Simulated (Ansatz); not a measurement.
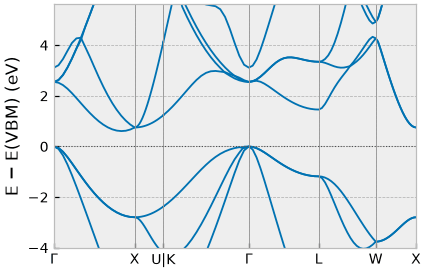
Figure. Band structure from PBE (plane waves, PAW; program Ansatz)

### Question
Read off the gap and where the band edges lie.

### Answer
About 0.6 eV (0.61 eV by a search for the band edges); maximum at Γ, minimum on the Γ–X line, 84 % of the way from Γ.

The material is Si (diamond, Fd-3m).

Symmetry was held in the PBE relaxation.

Potentials: the later of the program's two PAW sets.
